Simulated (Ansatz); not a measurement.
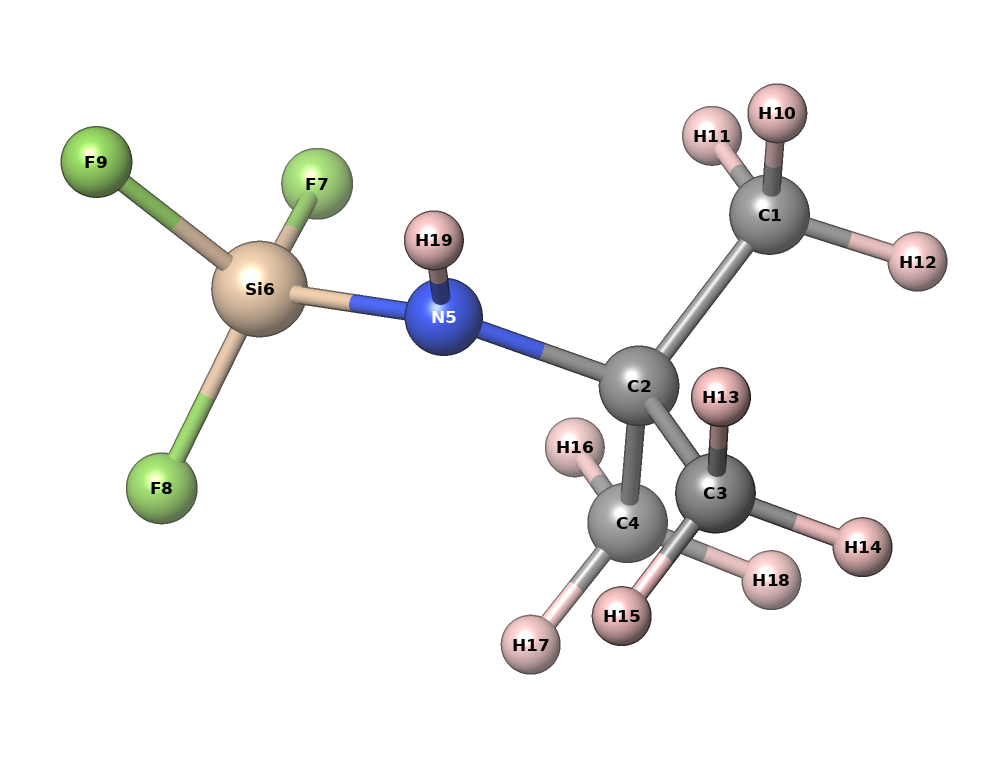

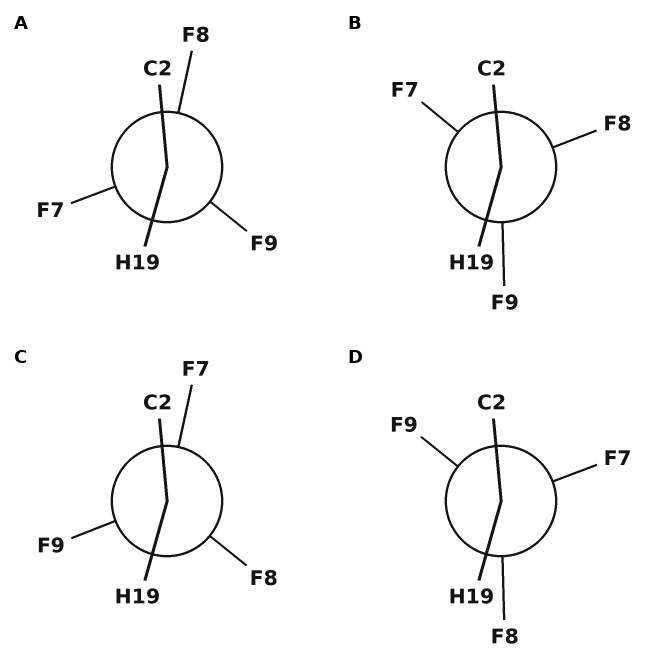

Atoms fade into the background with distance from the viewer. Bonds that would overlap in a projection are set slightly apart. The geometry was computed by an optimisation with PBE-D4/def2-SVP. No frequency run is at hand to confirm it as a minimum.

**Which Newman projection shows the view along N5–Si6, with N5 in front?**

B. The torsion angle C2–N5–Si6–F7 is −45°, synclinal (gauche).
